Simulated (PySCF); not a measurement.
**NbH2O3F (SMILES [O]=[Nb]([OH])([OH])[F]): levels of theory compared**

Wanted: a comparison of 3 runs (HF/3-21G, B3LYP/def2-SVP, CAM-B3LYP/def2-SVP) of NbH2O3F. Input form: a Python script.

Program for the calculation: PySCF 2.14.0.

### 1 Starting point

NbH2O3F has 7 atoms, charge 0, and is taken as a singlet. SMILES: `[O]=[Nb]([OH])([OH])[F]`. Geometry: relaxed at PBE0-D4/def2-TZVP. This is one conformer, not always the lowest.

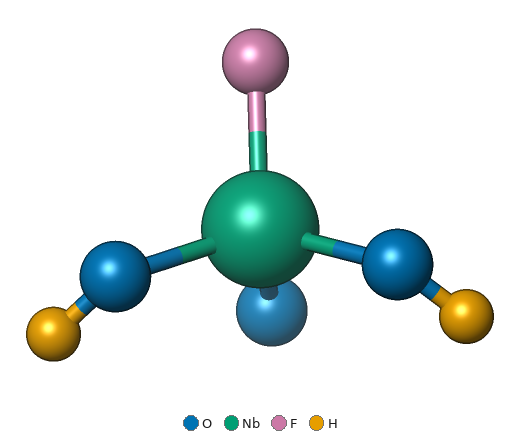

Viewed from a chosen angle; oxygen blue, niobium teal, fluorine pink, hydrogen amber.

### 2 Energy and gradient at HF/3-21G (run 1)

mol.xyz

```xyz
7

O     -1.414000    -1.076000     0.098600
Nb    -0.291300     0.190600     0.114100
O      1.115400    -0.263100     1.292100
O      0.391200     0.414800    -1.634000
F     -1.149900     1.755500     0.689100
H      1.234900    -1.041000     1.839000
H      0.175000    -0.048600    -2.444600
```

run.py

```python
import pyscf.grad
from pyscf import gto

mol = gto.M(
    atom='mol.xyz',
    verbose=3,
    max_memory=1860,
    basis='3-21g',
)

myscf = mol.RHF()
myscf.conv_tol = 1e-10
myscf.kernel()
if not myscf.converged:
    myscf = myscf.newton().run(myscf.mo_coeff, myscf.mo_occ)

energy = myscf.e_tot
print('E = %.10f Eh' % energy)
grad = myscf.Gradients().kernel()
myscf.analyze()
```

Run with:

```bash
$ OMP_NUM_THREADS=1 python run.py
```

Standard output:

```text
converged SCF energy = -4059.26251297105
E = -4059.2625129710 Eh
--------------- RHF gradients ---------------
         x                y                z
0 O     0.0005092159     0.0005587624     0.0000075964
1 Nb    -0.0100089842    -0.0150432977    -0.0010608233
2 O     0.0149005674     0.0000277685     0.0087845969
3 O     0.0093565806     0.0052209874    -0.0134989867
4 F    -0.0034165990     0.0078185060     0.0026568948
5 H    -0.0075810638     0.0025087675    -0.0061679391
6 H    -0.0037597170    -0.0010914941     0.0092786610
----------------------------------------------
**** MO energy ****
MO #1   energy= -681.656951071284  occ= 2
MO #2   energy= -97.1131800730668  occ= 2
MO #3   energy= -88.7423621510011  occ= 2
MO #4   energy= -88.7423202665834  occ= 2
MO #5   energy= -88.7421577916417  occ= 2
MO #6   energy= -26.1329639408798  occ= 2
MO #7   energy= -20.5015048809524  occ= 2
MO #8   energy= -20.4818976616965  occ= 2
MO #9   energy= -20.4818241988517  occ= 2
MO #10  energy= -17.6777948435203  occ= 2
MO #11  energy= -14.2995911288891  occ= 2
MO #12  energy= -14.2994604892807  occ= 2
MO #13  energy= -14.2980101231146  occ= 2
MO #14  energy= -8.77492668139515  occ= 2
MO #15  energy= -8.77227597562113  occ= 2
MO #16  energy= -8.77194898378274  occ= 2
MO #17  energy= -8.77126369613316  occ= 2
MO #18  energy= -8.77108529321067  occ= 2
MO #19  energy= -2.82742668955172  occ= 2
MO #20  energy= -1.83366753506987  occ= 2
MO #21  energy= -1.80116942040941  occ= 2
MO #22  energy= -1.79177570793793  occ= 2
MO #23  energy= -1.49531315466927  occ= 2
MO #24  energy= -1.32050251136515  occ= 2
MO #25  energy= -1.3095226645474   occ= 2
MO #26  energy= -1.22166769101098  occ= 2
MO #27  energy= -0.706891977554772 occ= 2
MO #28  energy= -0.69375439636074  occ= 2
MO #29  energy= -0.63515032566743  occ= 2
MO #30  energy= -0.627496367865066 occ= 2
MO #31  energy= -0.622547065611212 occ= 2
MO #32  energy= -0.58342365069527  occ= 2
MO #33  energy= -0.537701839226521 occ= 2
MO #34  energy= -0.533182281064773 occ= 2
MO #35  energy= -0.508900250986725 occ= 2
MO #36  energy= -0.506384811543707 occ= 2
MO #37  energy= -0.500918460039824 occ= 2
MO #38  energy= -0.49581772054426  occ= 2
MO #39  energy= 0.0587351577245023 occ= 0
MO #40  energy= 0.0633023415087393 occ= 0
MO #41  energy= 0.0769831408337622 occ= 0
MO #42  energy= 0.0796653985837262 occ= 0
MO #43  energy= 0.0803246798544006 occ= 0
MO #44  energy= 0.0853200415660451 occ= 0
MO #45  energy= 0.125877181478115  occ= 0
MO #46  energy= 0.135768655298686  occ= 0
MO #47  energy= 0.163179184557542  occ= 0
MO #48  energy= 0.268151847542069  occ= 0
MO #49  energy= 0.311369292785993  occ= 0
MO #50  energy= 0.323872194497432  occ= 0
MO #51  energy= 0.355569728159555  occ= 0
MO #52  energy= 0.364850306618582  occ= 0
MO #53  energy= 0.367983444910711  occ= 0
MO #54  energy= 0.878908728908003  occ= 0
MO #55  energy= 0.918867055798355  occ= 0
MO #56  energy= 0.9406936474888    occ= 0
MO #57  energy= 0.954495187489107  occ= 0
MO #58  energy= 0.954653985948642  occ= 0
MO #59  energy= 1.31836360337397   occ= 0
MO #60  energy= 1.32064450653065   occ= 0
MO #61  energy= 1.78308508393481   occ= 0
MO #62  energy= 1.828320394023     occ= 0
MO #63  energy= 1.83545894645013   occ= 0
MO #64  energy= 1.90281378426094   occ= 0
MO #65  energy= 1.92062003103694   occ= 0
MO #66  energy= 1.93736695709857   occ= 0
MO #67  energy= 1.95725303197945   occ= 0
MO #68  energy= 2.09046388692799   occ= 0
MO #69  energy= 2.15456080017651   occ= 0
MO #70  energy= 2.36299186056196   occ= 0
MO #71  energy= 2.37549103479218   occ= 0
MO #72  energy= 2.38848573292695   occ= 0
MO #73  energy= 3.11721219670332   occ= 0
MO #74  energy= 3.13857692329095   occ= 0
MO #75  energy= 3.17070774887098   occ= 0
MO #76  energy= 3.83734609141706   occ= 0
 ** Mulliken atomic charges  **
charge of    0O =     -0.50924
charge of    1Nb =      1.70309
charge of    2O =     -0.68438
charge of    3O =     -0.68434
charge of    4F =     -0.48162
charge of    5H =      0.32823
charge of    6H =      0.32825
Dipole moment(X, Y, Z, Debye):  1.40438, -1.99177, -0.80999
```

It took 5.1 s on 1 thread of Intel Xeon at 2.70GHz, shared host; peak memory 0.15 GiB.

### 3 Energy and forces at B3LYP/def2-SVP (core potential) (run 2)

run.py

```python
from pyscf import gto, dft

mol = gto.M(
    atom='''
O       -1.414000      -1.076000       0.098600
Nb      -0.291300       0.190600       0.114100
O        1.115400      -0.263100       1.292100
O        0.391200       0.414800      -1.634000
F       -1.149900       1.755500       0.689100
H        1.234900      -1.041000       1.839000
H        0.175000      -0.048600      -2.444600
''',
    verbose=4,
    basis='def2-svp',
    max_memory=1860,
    ecp={'Nb': 'def2-svp'},
)

mf = dft.RKS(mol, xc='b3lyp')
mf.grids.level = 5
mf.conv_tol = 1e-10
mf.kernel()
if not mf.converged:
    mf = mf.newton().run(mf.mo_coeff, mf.mo_occ)

e_final = mf.e_tot
print('E = %.10f Eh' % e_final)
grad = mf.nuc_grad_method().kernel()
dip = mf.dip_moment()
pop, q = mf.mulliken_pop()
```

Run with:

```bash
$ OMP_NUM_THREADS=1 python run.py
```

Standard output:

```text
PySCF version 2.14.0

[... 79 lines left out ...]
converged SCF energy = -383.706283182643
[... 15 lines left out ...]
Dipole moment(X, Y, Z, Debye):  1.65278, -1.40674, -0.73581
[... 66 lines left out ...]
pop of  3 O 3px           0.70367
pop of  3 O 3py           0.66706
pop of  3 O 3pz           0.42658
pop of  3 O 3dxy          0.00087
pop of  3 O 3dyz          0.00215
pop of  3 O 3dz^2         0.00121
pop of  3 O 3dxz          0.00135
pop of  3 O 3dx2-y2       0.00079
pop of  4 F 1s            1.98983
pop of  4 F 2s            1.12884
pop of  4 F 3s            0.82218
pop of  4 F 2px           1.12602
pop of  4 F 2py           1.09619
pop of  4 F 2pz           1.11242
pop of  4 F 3px           0.70529
pop of  4 F 3py           0.66446
pop of  4 F 3pz           0.70982
pop of  4 F 3dxy          0.00110
pop of  4 F 3dyz          0.00086
pop of  4 F 3dz^2         0.00049
pop of  4 F 3dxz          0.00034
pop of  4 F 3dx2-y2       0.00097
pop of  5 H 1s            0.66707
pop of  5 H 2s            0.04352
pop of  5 H 2px           0.01674
pop of  5 H 2py           0.02877
pop of  5 H 2pz           0.02181
pop of  6 H 1s            0.66705
pop of  6 H 2s            0.04353
pop of  6 H 2px           0.01767
pop of  6 H 2py           0.02100
pop of  6 H 2pz           0.02864
 ** Mulliken atomic charges  **
charge of    0O =     -0.33944
charge of    1Nb =      1.10733
charge of    2O =     -0.42666
charge of    3O =     -0.42663
charge of    4F =     -0.35882
charge of    5H =      0.22210
charge of    6H =      0.22212
```

Run time: 41 s. Hardware: 1 thread of Intel Xeon at 2.70GHz, shared host; peak memory 0.96 GiB.

### 4 Energy and forces at CAM-B3LYP/def2-SVP (core potential) (run 3)

job.py

```python
# [O]=[Nb]([OH])([OH])[F]
from pyscf import gto, dft

mol = gto.M(
    atom='''
O     -2.672073    -2.033345     0.186327
Nb    -0.550477     0.360182     0.215618
O      2.107801    -0.497187     2.441715
O      0.739261     0.783858    -3.087812
F     -2.172996     3.317414     1.302210
H      2.333623    -1.967205     3.475206
H      0.330702    -0.091841    -4.619624
''',
    unit='bohr',
    max_memory=1860,
    charge=0,
    spin=0,
    ecp={'Nb': 'def2-svp'},
    basis='def2-svp',
    verbose=3,
)

mf = dft.RKS(mol)
mf.xc = 'cam-b3lyp'
mf.conv_tol = 1e-10
mf.grids.level = 5
mf.kernel()
if not mf.converged:
    mf = mf.newton().run(mf.mo_coeff, mf.mo_occ)

etot = mf.e_tot
print('E(%s) = %.9f' % ('CAM-B3LYP', etot))
grad = mf.nuc_grad_method().kernel()
mf.analyze()
```

Run with:

```bash
$ OMP_NUM_THREADS=1 python job.py
```

Standard output:

```text
converged SCF energy = -383.547965419934
[... 18 lines left out ...]
MO #7   energy= -1.5840066809699   occ= 2
[... 8 lines left out ...]
MO #16  energy= -0.508739115361915 occ= 2
[... 8 lines left out ...]
MO #25  energy= 0.00191213237301744 occ= 0
[... 8 lines left out ...]
MO #34  energy= 0.167683571678364  occ= 0
[... 8 lines left out ...]
MO #43  energy= 0.461753155624926  occ= 0
[... 8 lines left out ...]
MO #52  energy= 1.06757482539985   occ= 0
[... 8 lines left out ...]
MO #61  energy= 1.34361318797713   occ= 0
[... 8 lines left out ...]
MO #70  energy= 1.57384776655975   occ= 0
[... 8 lines left out ...]
MO #79  energy= 2.71619744890079   occ= 0
[... 8 lines left out ...]
MO #88  energy= 3.07971281559538   occ= 0
[... 8 lines left out ...]
MO #97  energy= 36.0164803933133   occ= 0
[... 8 lines left out ...]
Dipole moment(X, Y, Z, Debye):  1.65661, -1.40544, -0.73649
```

It took 67 s on 1 thread of Intel Xeon at 2.70GHz, shared host; peak memory 0.96 GiB.

### 5 All runs side by side

```
run                                level  core potential  integration grid   energy (Eh)  dipole moment (D)  HOMO energy (eV)  LUMO energy (eV)  wall time
  1                             HF/3-21G               –                 –  -4059.262513               2.57            -13.49              1.60      5.1 s
  2      B3LYP/def2-SVP (core potential)        def2-svp                 5   -383.706283               2.29             -9.37             -1.33       41 s
  3  CAM-B3LYP/def2-SVP (core potential)        def2-svp                 5   -383.547965               2.29            -11.12              0.05       67 s
```

### 6 Summary of results

| quantity | value |
| --- | --- |
| run 3: total energy | -383.54797 Eh |
| run 3: dipole moment | 2.29 D |
| run 3: HOMO energy | -11.12 eV |
| run 3: LUMO energy | 0.05 eV |
| run 3: HOMO–LUMO gap | 11.17 eV |
| run 3: largest force on an atom | 0.353 eV/Å |

In words: The dipole moment (its size) runs from 2.29 D (B3LYP/def2-SVP) to 2.57 D (HF/3-21G). The two ends differ in method and basis and core potential. The HOMO–LUMO gap runs from 8.03 eV (B3LYP/def2-SVP) to 15.09 eV (HF/3-21G). Totals of different functionals can't be ranked against each other. Some runs of one species differ in core potentials or relativity; totals across that change don't compare. In run 1 relativity is left out where basis or elements ask for it. All runs together took 1.9 min, the longest 67 s.
